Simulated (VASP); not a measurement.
Band structure of SiNi2 (space group P6_3/mmc). All values below come from LDA (Ceperley-Alder, Perdew-Zunger), VASP's LDA PAW potentials (set 64) (plane waves; VASP).

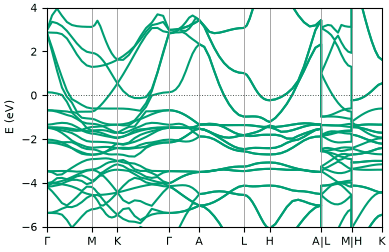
Fig. 1. Bands along high-symmetry lines, zero at the valence-band maximum or, without a gap, the Fermi level

Problem. Read the plot: is there a gap, and where are the band edges?

Solution. It has no gap at this level: it comes out as a metal or semimetal. (Edges off the drawn lines would not show.)

The structure comes from a computed database's SiNi2 entry (P6_3/mmc); how it stands against other phases isn't given here. It was relaxed first. The run is not spin-polarised, so no magnetic state was tried.
